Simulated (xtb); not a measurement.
## Geometry relaxation of CH6Si2 (part 2 of 2)

CH6Si2; GFN2-xTB (xtb 6.7.1 later snapshot). The atoms were displaced at random from an optimised geometry.

Geometry of the input (Å):
```
C  -0.7603  0.0649  -0.6965
Si 0.8429  0.7700  -0.1248
Si -0.1329  -1.0006  0.8492
H  -1.6287  0.6217  -0.5626
H  -0.7962  -0.5247  -1.5331
H  0.7626  2.2632  0.4571
H  2.0596  0.8606  -0.9810
H  0.4273  -2.3030  0.6457
H  -0.8734  -0.8425  2.0848
```

What the program printed, continued:
```
================
 final structure:
================
9
 xtb: 6.7.1
C           -0.73111821797961        0.02413367714255       -0.64287371498678
Si           0.89502708948669        0.88178740295983       -0.08924424223826
Si          -0.07552296058244       -0.94239301659946        0.88471393699722
H           -1.65325669852160        0.58103059977559       -0.52910529942650
H           -0.73497730178235       -0.49316580460562       -1.59616876411657
H            0.74864244967663        2.24443076578937        0.42095819434289
H            2.01622381878457        0.81990067088481       -1.02466748160474
H            0.34159341665500       -2.31887613361663        0.62982698601596
H           -0.90572159573690       -0.88736816173043        2.08532038501676

 Bond Distances (Angstroems)
 ---------------------------
C1-Si2=1.9200        C1-Si3=1.9229        C1-H4=1.0832         C1-H5=1.0846         Si2-C1=1.9200        Si2-Si3=2.2843
Si2-H6=1.4624        Si2-H7=1.4615        Si3-C1=1.9229        Si3-Si2=2.2843       Si3-H8=1.4607        Si3-H9=1.4607
H4-C1=1.0832         H5-C1=1.0846         H6-Si2=1.4624        H7-Si2=1.4615        H8-Si3=1.4607        H9-Si3=1.4607
 C  H  Rav=1.0839 sigma=0.0007  Rmin=1.0832  Rmax=1.0846     2
 Si H  Rav=1.4613 sigma=0.0007  Rmin=1.4607  Rmax=1.4624     4
 Si C  Rav=1.9214 sigma=0.0014  Rmin=1.9200  Rmax=1.9229     2
 Si Si Rav=2.2843 sigma=0.0000  Rmin=2.2843  Rmax=2.2843     1

 selected bond angles (degree)
 --------------------
Si3-C1-Si2= 72.94              H4-C1-Si2=117.46               H4-C1-Si3=117.72               H5-C1-Si2=118.00
H5-C1-Si3=117.37               H5-C1-H4=109.54                Si3-Si2-C1= 53.59              H6-Si2-C1=115.60
H6-Si2-Si3=123.56              H7-Si2-C1=116.50               H7-Si2-Si3=124.40              H7-Si2-H6=109.85
Si2-Si3-C1= 53.47              H8-Si3-C1=115.62               H8-Si3-Si2=123.83              H9-Si3-C1=116.12
H9-Si3-Si2=124.18              H9-Si3-H8=109.95

 selected dihedral angles (degree)
 ---------------------------------
Si3-Si2-C1-H4=112.89          Si3-Si2-C1-H5=247.57          H6-Si2-C1-Si3=245.90          H6-Si2-C1-H4=358.79
H6-Si2-C1-H5=133.47           H7-Si2-C1-Si3=114.63          H7-Si2-C1-H4=227.52           H7-Si2-C1-H5=  2.20
Si2-Si3-C1-H4=247.44          Si2-Si3-C1-H5=113.21          H8-Si3-C1-Si2=245.59          H8-Si3-C1-H4=133.04
H8-Si3-C1-H5=358.81           H9-Si3-C1-Si2=114.55          H9-Si3-C1-H4=  2.00           H9-Si3-C1-H5=227.77
C1-Si3-Si2-H6= 98.91          C1-Si3-Si2-H7=260.39          H8-Si3-Si2-C1= 98.70          H8-Si3-Si2-H6=197.61
H8-Si3-Si2-H7=359.09          H9-Si3-Si2-C1=260.84          H9-Si3-Si2-H6=359.75          H9-Si3-Si2-H7=161.23
           -------------------------------------------------
          |                Final Singlepoint                |
           -------------------------------------------------

          ...................................................
          :                      SETUP                      :
          :.................................................:
          :  # basis functions                  30          :
          :  # atomic orbitals                  28          :
          :  # shells                           14          :
          :  # electrons                        18          :
          :  max. iterations                   250          :
          :  Hamiltonian                  GFN2-xTB          :
          :  restarted?                      false          :
          :  GBSA solvation                  false          :
          :  PC potential                    false          :
          :  electronic temp.          300.0000000     K    :
          :  accuracy                    1.0000000          :
          :  -> integral cutoff          0.2500000E+02      :
          :  -> integral neglect         0.1000000E-07      :
          :  -> SCF convergence          0.1000000E-05 Eh   :
          :  -> wf. convergence          0.1000000E-03 e    :
          :  Broyden damping             0.4000000          :
          :  net charge                          0          :
          :  unpaired electrons                  0          :
          ...................................................

 iter      E             dE          RMSdq      gap      omega  full diag
   1     -8.6758068 -0.867581E+01  0.814E-05    2.93       0.0  T
   2     -8.6758068 -0.111910E-12  0.529E-05    2.93     629.7  T
   3     -8.6758068  0.274802E-11  0.545E-05    2.93     611.9  T

   *** convergence criteria satisfied after 3 iterations ***

         #    Occupation            Energy/Eh            Energy/eV
      -------------------------------------------------------------
         1        2.0000           -0.7491043             -20.3842
       ...           ...                  ...                  ...
         3        2.0000           -0.5298722             -14.4186
         4        2.0000           -0.4539045             -12.3514
         5        2.0000           -0.4213793             -11.4663
         6        2.0000           -0.4191628             -11.4060
         7        2.0000           -0.4190656             -11.4034
         8        2.0000           -0.3600750              -9.7981
         9        2.0000           -0.3232006              -8.7947 (HOMO)
        10                         -0.2156152              -5.8672 (LUMO)
        11                         -0.1836953              -4.9986
        12                         -0.1681029              -4.5743
        13                         -0.1487381              -4.0474
        14                         -0.1328366              -3.6147
       ...                                ...                  ...
        28                          1.0715867              29.1594
      -------------------------------------------------------------
                  HL-Gap            0.1075855 Eh            2.9275 eV
             Fermi-level           -0.2694079 Eh           -7.3310 eV

 SCC (total)                   0 d,  0 h,  0 min,  0.002 sec
 SCC setup                      ...        0 min,  0.000 sec (  1.596%)
 Dispersion                     ...        0 min,  0.000 sec (  0.605%)
 classical contributions        ...        0 min,  0.000 sec (  0.240%)
 integral evaluation            ...        0 min,  0.001 sec ( 23.166%)
 iterations                     ...        0 min,  0.001 sec ( 31.173%)
 molecular gradient             ...        0 min,  0.001 sec ( 39.759%)
 printout                       ...        0 min,  0.000 sec (  2.972%)

         :::::::::::::::::::::::::::::::::::::::::::::::::::::
         ::                     SUMMARY                     ::
         :::::::::::::::::::::::::::::::::::::::::::::::::::::
         :: total energy              -8.573642363506 Eh    ::
         :: gradient norm              0.002082908598 Eh/a0 ::
         :: HOMO-LUMO gap              2.927549262719 eV    ::
         ::.................................................::
         :: SCC energy                -8.675803628033 Eh    ::
         :: -> isotropic ES            0.019200242110 Eh    ::
         :: -> anisotropic ES          0.001008796111 Eh    ::
         :: -> anisotropic XC          0.005999317069 Eh    ::
         :: -> dispersion             -0.005067906859 Eh    ::
         :: repulsion energy           0.102161264527 Eh    ::
         :: add. restraining           0.000000000000 Eh    ::
         :: total charge              -0.000000000000 e     ::
         :::::::::::::::::::::::::::::::::::::::::::::::::::::

           -------------------------------------------------
          |                Property Printout                |
           -------------------------------------------------

    * Orbital Energies and Occupations

         #    Occupation            Energy/Eh            Energy/eV
      -------------------------------------------------------------
         1        2.0000           -0.7491043             -20.3842
         2        2.0000           -0.6253294             -17.0161
         3        2.0000           -0.5298722             -14.4186
         4        2.0000           -0.4539045             -12.3514
         5        2.0000           -0.4213793             -11.4663
         6        2.0000           -0.4191628             -11.4060
         7        2.0000           -0.4190656             -11.4034
         8        2.0000           -0.3600750              -9.7981
         9        2.0000           -0.3232006              -8.7947 (HOMO)
        10                         -0.2156152              -5.8672 (LUMO)
        11                         -0.1836953              -4.9986
        12                         -0.1681029              -4.5743
        13                         -0.1487381              -4.0474
        14                         -0.1328366              -3.6147
        15                         -0.0918932              -2.5005
        16                         -0.0914305              -2.4880
        17                         -0.0635749              -1.7300
        18                         -0.0544472              -1.4816
        19                         -0.0338500              -0.9211
        20                          0.1488469               4.0503
       ...                                ...                  ...
        28                          1.0715867              29.1594
      -------------------------------------------------------------
                  HL-Gap            0.1075855 Eh            2.9275 eV
             Fermi-level           -0.2694079 Eh           -7.3310 eV

     #   Z          covCN         q      C6AA      α(0)
     1   6          3.593    -0.255    26.444     7.448
     2  14          3.659     0.336   101.585    19.319
     3  14          3.660     0.335   101.612    19.322
     4   1          0.925     0.004     2.982     2.700
     5   1          0.925     0.004     2.987     2.703
     6   1          0.919    -0.107     5.808     3.769
     7   1          0.919    -0.106     5.770     3.757
     8   1          0.919    -0.106     5.781     3.760
     9   1          0.919    -0.106     5.762     3.754

 Mol. C6AA /au·bohr⁶  :       1452.086767
 Mol. C8AA /au·bohr⁸  :      58602.709527
 Mol. α(0) /au        :         66.532635

Wiberg/Mayer (AO) data.
largest (>0.10) Wiberg bond orders for each atom

 ---------------------------------------------------------------------------
     #   Z sym  total        # sym  WBO       # sym  WBO       # sym  WBO
 ---------------------------------------------------------------------------
     1   6      3.945 --     4      0.987     5      0.987     2      0.925
                             3      0.923
     2  14      3.665 --     1      0.925     3      0.905     6      0.871
                             7      0.871
     3  14      3.663 --     1      0.923     2      0.905     8      0.871
                             9      0.871
     4   1      1.000 --     1      0.987
     5   1      1.000 --     1      0.987
     6   1      0.989 --     2      0.871
     7   1      0.989 --     2      0.871
     8   1      0.989 --     3      0.871
     9   1      0.989 --     3      0.871
 ---------------------------------------------------------------------------

Topologies differ in total number of bonds
Writing topology from bond orders to xtbtopo.mol

molecular dipole:
                 x           y           z       tot (Debye)
 q only:        0.411      -0.022       0.374
   full:        0.243      -0.013       0.217       0.828
molecular quadrupole (traceless):
                xx          xy          yy          xz          yz          zz
 q only:        0.503      -0.345      -0.898       1.076       0.205       0.395
  q+dip:       -0.079      -0.290       0.038      -0.399       0.320       0.041
   full:        0.185      -0.674      -0.460       0.078       0.661       0.275

           -------------------------------------------------
          |                Geometry Summary                 |
           -------------------------------------------------

      molecular mass/u    :       74.2293778
   center of mass at/Å    :        0.1892233      -0.0197597       0.1967662
  moments of inertia/u·Å² :        0.3905255E+02   0.9610442E+02   0.1204565E+03
rotational constants/cm⁻¹ :        0.4316653E+00   0.1754096E+00   0.1399478E+00

 * 9 selected distances

     #   Z          #   Z                                           value/Å
     1   6          2  14                                         1.9200064
     1   6          3  14                                         1.9228894
     2  14          3  14                                         2.2843373 (max)
     1   6          4   1                                         1.0832438 (min)
     1   6          5   1                                         1.0846130
     2  14          6   1                                         1.4623722
     2  14          7   1                                         1.4614818
     3  14          8   1                                         1.4607052
     3  14          9   1                                         1.4607237

 * 4 distinct bonds (by element types)

   Z      Z             #   av. dist./Å        max./Å        min./Å
   1 H    6 C           2     1.0839284     1.0846130     1.0832438
   1 H   14 Si          4     1.4613207     1.4623722     1.4607052
   6 C   14 Si          2     1.9214479     1.9228894     1.9200064
  14 Si  14 Si          1     2.2843373     2.2843373     2.2843373

optimized geometry written to: xtbopt.xyz

           -------------------------------------------------
          | TOTAL ENERGY               -8.573642363506 Eh   |
          | GRADIENT NORM               0.002082908598 Eh/α |
          | HOMO-LUMO GAP               2.927549262719 eV   |
           -------------------------------------------------

------------------------------------------------------------------------
------------------------------------------------------------------------
 total:
 *  cpu-time:     0 d,  0 h,  0 min,  0.032 sec
 * ratio c/w:     1.000 speedup
 SCF:
 *  cpu-time:     0 d,  0 h,  0 min,  0.004 sec
 * ratio c/w:     1.000 speedup
 ANC optimizer:
 *  cpu-time:     0 d,  0 h,  0 min,  0.020 sec
 * ratio c/w:     1.000 speedup
```

File xtbopt.xyz:
```
9
 energy: -8.573642363506 gnorm: 0.002082908598 xtb: 6.7.1
C           -0.73111821797961        0.02413367714255       -0.64287371498678
Si           0.89502708948669        0.88178740295983       -0.08924424223826
Si          -0.07552296058244       -0.94239301659946        0.88471393699722
H           -1.65325669852160        0.58103059977559       -0.52910529942650
H           -0.73497730178235       -0.49316580460562       -1.59616876411657
H            0.74864244967663        2.24443076578937        0.42095819434289
H            2.01622381878457        0.81990067088481       -1.02466748160474
H            0.34159341665500       -2.31887613361663        0.62982698601596
H           -0.90572159573690       -0.88736816173043        2.08532038501676
```

Standard error:
```
normal termination of xtb
```

Trajectory as extended XYZ (Å, eV, eV/Å), 5 frames, from step=0 to step=4:
```
9
Properties=species:S:1:pos:R:3 step=0 energy=-232.88729
C    -0.7603    0.0649   -0.6965
Si    0.8429    0.7700   -0.1248
Si   -0.1329   -1.0006    0.8492
H    -1.6287    0.6217   -0.5626
H    -0.7962   -0.5247   -1.5331
H     0.7626    2.2632    0.4571
H     2.0596    0.8606   -0.9810
H     0.4273   -2.3030    0.6457
H    -0.8734   -0.8425    2.0848
9
Properties=species:S:1:pos:R:3 step=1 energy=-233.25436
C    -0.7396    0.0416   -0.6634
Si    0.8854    0.8545   -0.1206
Si   -0.0830   -0.9640    0.8954
H    -1.6400    0.6109   -0.5421
H    -0.7631   -0.5183   -1.5766
H     0.7351    2.2352    0.4456
H     2.0487    0.8463   -1.0229
H     0.3650   -2.3262    0.6304
H    -0.9077   -0.8705    2.0929
9
Properties=species:S:1:pos:R:3 step=2 energy=-233.28514
C    -0.7361    0.0230   -0.6448
Si    0.8871    0.8790   -0.0870
Si   -0.0591   -0.9325    0.8965
H    -1.6552    0.5877   -0.5319
H    -0.7393   -0.5016   -1.6007
H     0.7586    2.2168    0.4101
H     2.0176    0.8424   -1.0143
H     0.3364   -2.3196    0.6240
H    -0.9091   -0.8858    2.0869
9
Properties=species:S:1:pos:R:3 step=3 energy=-233.29990
C    -0.7321    0.0249   -0.6451
Si    0.8928    0.8833   -0.0939
Si   -0.0761   -0.9417    0.8865
H    -1.6529    0.5842   -0.5302
H    -0.7363   -0.4961   -1.5987
H     0.7439    2.2404    0.4259
H     2.0220    0.8186   -1.0241
H     0.3413   -2.3180    0.6290
H    -0.9018   -0.8861    2.0892
9
Properties=species:S:1:pos:R:3 step=4 energy=-233.30069
C    -0.7311    0.0241   -0.6429
Si    0.8950    0.8818   -0.0892
Si   -0.0755   -0.9424    0.8847
H    -1.6533    0.5810   -0.5291
H    -0.7350   -0.4932   -1.5962
H     0.7486    2.2444    0.4210
H     2.0162    0.8199   -1.0247
H     0.3416   -2.3189    0.6298
H    -0.9057   -0.8874    2.0853
```

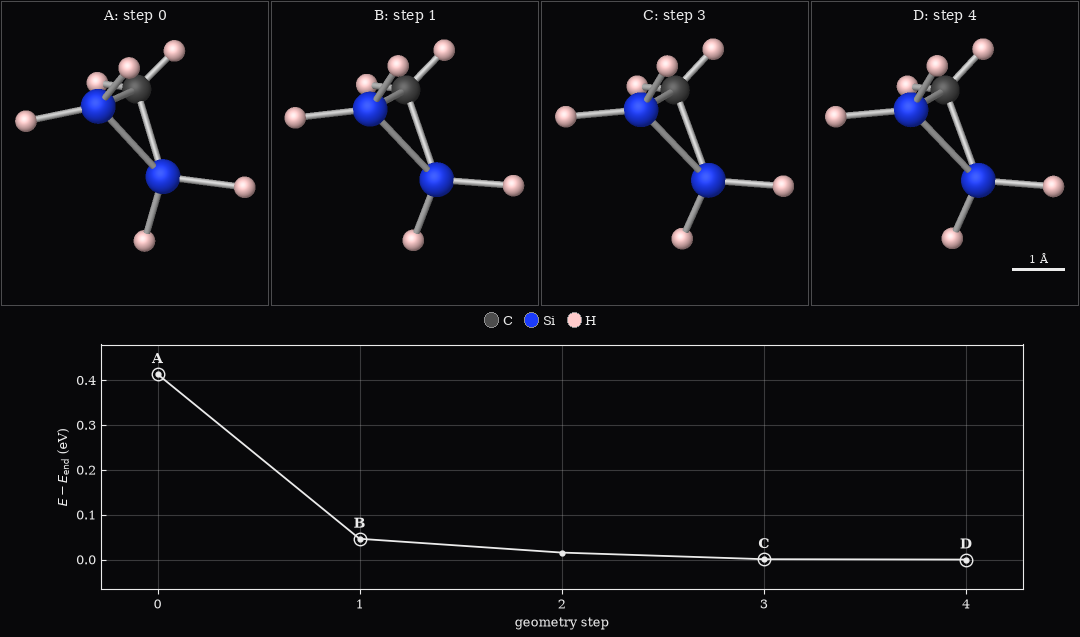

Frames of the relaxation (ball-and-stick view, seen at a tilt) above the curves, on which the letters mark them (steps are counted from 0).

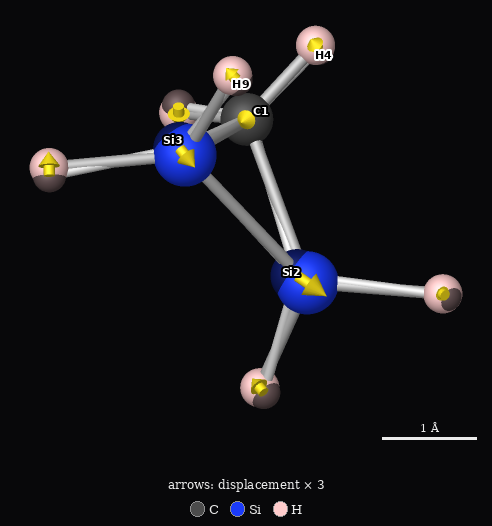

Start (faint) and end (solid) with the displacements as yellow arrows, magnified 3 times (ball-and-stick view, seen at a tilt). The two geometries are laid on each other by the best rigid fit. The atom that moves furthest after the best rigid fit is Si2 (0.13 Å). By element the largest moves are Si 0.13 Å, H 0.09 Å, C 0.07 Å. Among the contacts that change: Si2–H6 1.605 → 1.462 Å, C1–Si2 1.842 → 1.920 Å, C1–H5 1.024 → 1.085 Å, C1–Si3 1.979 → 1.923 Å. Among the angles that change: H6–Si2–H7 101.1° → 109.9°, Si3–C1–H5 109.8° → 117.4°, C1–Si2–H7 123.7° → 116.5°. The energy falls by 0.413 eV in 4 geometry steps. (Atoms are counted from 1 in the order of the input.)

Results in brief:

```csv
quantity,value
outcome,converged
electrons treated,18
total energy,−8.573642 hartree
dispersion energy,−0.005068 hartree
basis functions,30
HOMO,−8.79 eV
LUMO,−5.87 eV
dipole moment,0.83 D
peak memory,0.077 GiB
```

Settings chosen away from the usual ones: method = gfn2-xtb; task = optimise; opt_level = sloppy; x = {}; partner = base.
